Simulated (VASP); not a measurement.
Band structure of HfB2 (AlB2 type). Method: r2SCAN meta-GGA, VASP's PBE PAW potentials (set 64) (plane waves; VASP).

Unless said otherwise, spin-orbit coupling is left out, though it shifts the bands of the heavy elements here.

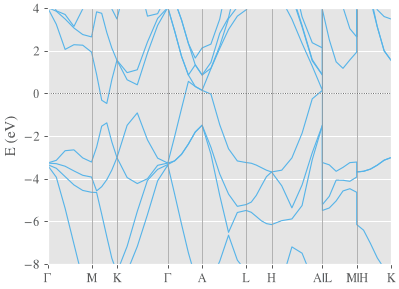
Bands along high-symmetry lines, zero at the valence-band maximum or, without a gap, the Fermi level

Question: Read the plot: is there a gap, and where are the band edges?

Answer: It has no gap at this level: it comes out as a metal or semimetal.

The compound is HfB2 in the AlB2 type structure. It was relaxed first.
